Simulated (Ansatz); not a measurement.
**FH3Si2: density, localisation and related maps**

```yaml
atoms:
  - { symbol: F, position_ang: [-1.8286, -1.5944, -2.0117] }
  - { symbol: Si, position_ang: [-1.4897, -0.2830, -1.1212] }
  - { symbol: Si, position_ang: [0.5079, 0.3323, -2.3903] }
  - { symbol: H, position_ang: [0.1631, 0.5115, -3.8308] }
  - { symbol: H, position_ang: [1.1550, 1.5834, -1.9066] }
  - { symbol: H, position_ang: [1.5079, -0.7718, -2.2967] }
```

Geometry: r2SCAN-D4/def2-TZVP.

All numbers below come from isolated molecule in a Gaussian basis; Kohn-Sham density functional theory, functional PBE0 (Ansatz 0.2.0).

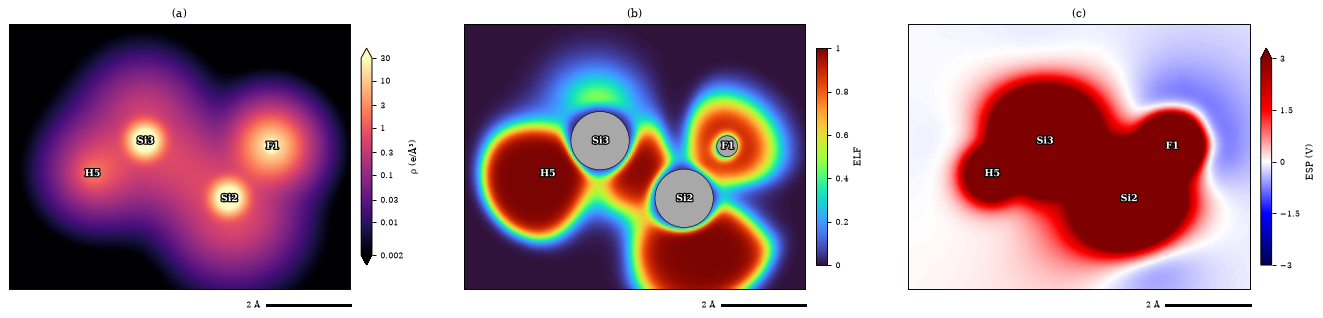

Figure 1. (a) electron density; (b) ELF; (c) electrostatic potential on the plane of atoms F1, Si2 and Si3. Grey discs cover the atomic cores in the ELF map.

**Read the bonding off the picture.**

- The section cuts through F, Si and H sites.
- Si–F (1.62 Å): the density is about 1.1 e/Å³ at the midpoint; the ELF peaks at about 0.85 in the valence shell of F, 0.5 Å from its nucleus, and is about 0.55 at the midpoint.
- Si–Si (2.45 Å): ρ is about 0.58 e/Å³ halfway; the ELF peaks at about 1 between the atoms; localised, covalent bonding.
- Si–H (1.49 Å): ρ is about 0.78 e/Å³ halfway; the ELF climbs to about 1 towards the hydrogen, as it does in any bond to H.
- The ELF also peaks beside Si2 and F1, away from the bonds: lone-pair regions.
- Outside the dense part of the molecule the potential is most negative (−0.8 V) near F1.

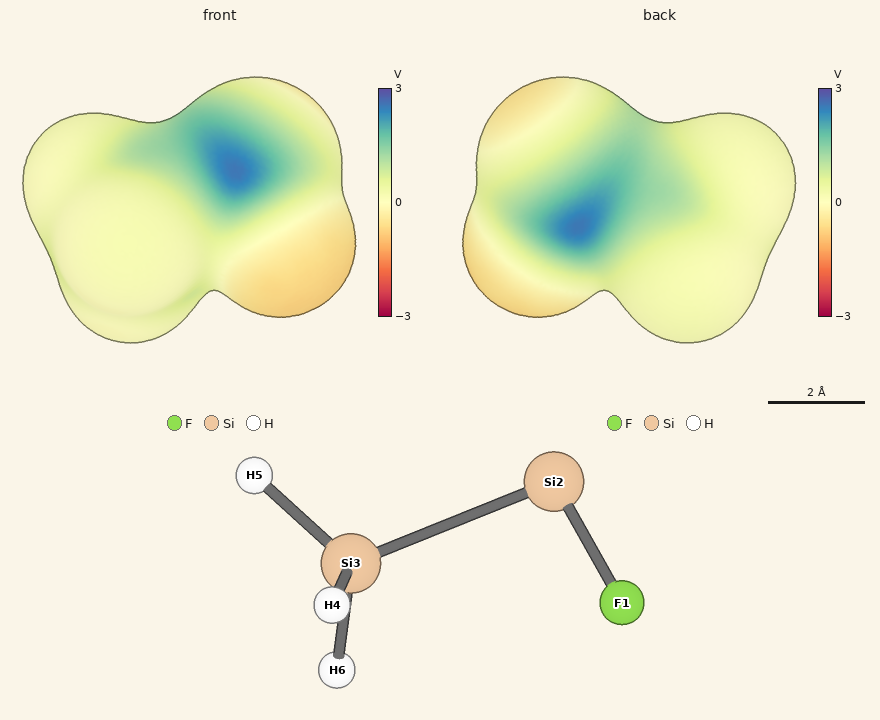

Figure 2. The electrostatic potential painted on the density surface at 0.002 e/bohr³, seen from the front and from behind; the colour scale runs from red (negative) to blue (positive). The bare structure is drawn below in the same view.

**Where is the surface potential most negative and most positive?**

The most negative region (about −0.7 V) lies over F1, the most positive (about +2.5 V) over Si2.

**How polar is the molecule by this calculation?**

Its dipole moment is 0.85 D.

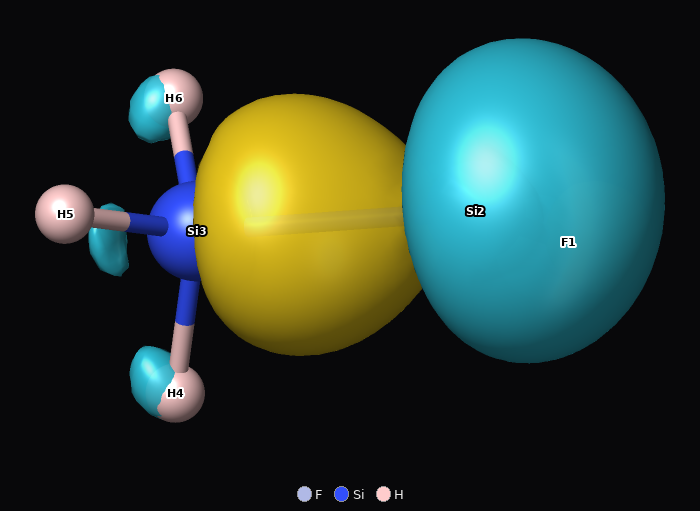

Figure 3. One frontier orbital at ±0.15 Å⁻³ᐟ² (yellow and cyan are the two phases), seen from one side.

**Which orbital is it: HOMO or LUMO?**

The HOMO, at −6.45 eV. Its weight (Hirshfeld) is mainly on Si2 (about 60 %), Si3 (about 30 %) and F1 (about 5 %).

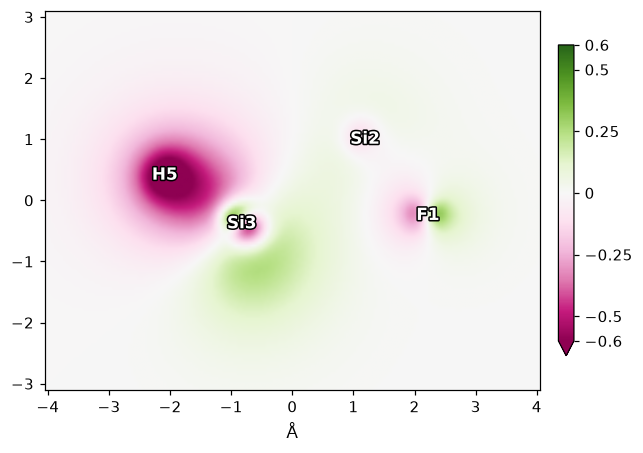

Figure 4. The HOMO−1 on the plane of atoms Si2, Si3 and H5 (values in Å⁻³ᐟ²; the overall sign is arbitrary).

**Where does this orbital lie, and at what energy?**

Its weight (Hirshfeld) is mainly on Si3 (about 40 %), H5 (about 35 %), H6 (about 10 %) and H4 (about 10 %). Its energy is −9.80 eV.
